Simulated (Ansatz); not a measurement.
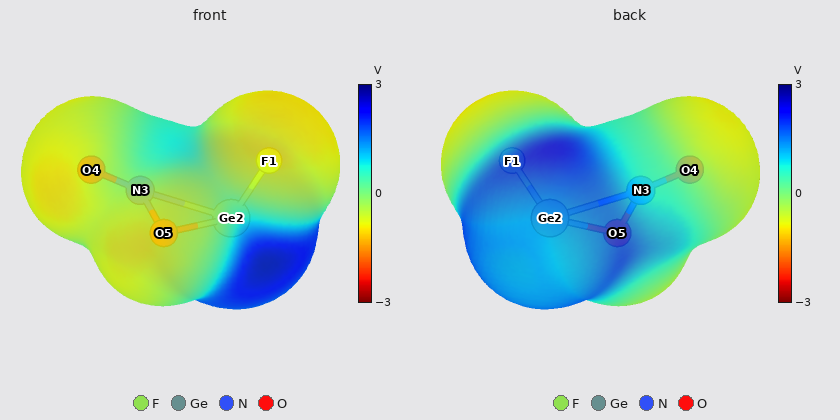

Figure 1: FGeNO2. The molecular electrostatic potential painted on the density surface at 0.002 e/bohr³, seen from the front and from behind; red is negative and blue positive.

Geometry: B3LYP-D3(BJ)/6-311G**.

Method: isolated molecule in a Gaussian basis; Kohn-Sham density functional theory, functional PBE0 in Ansatz 0.2.0.

```xyz
5

F     0.7528    1.8073   -3.9312
Ge   -0.2799    0.6686   -3.0585
N     0.1841    1.4870   -1.0978
O     0.3409    2.0550   -0.0667
O     0.9629    0.4856   -1.4314
```

Where is the surface potential most negative and most positive?

The most negative region (about −1.0 V, or −23 kcal/mol for a unit charge) lies over F1 and O4, the most positive (about +2.6 V, or +60 kcal/mol for a unit charge) over Ge2.
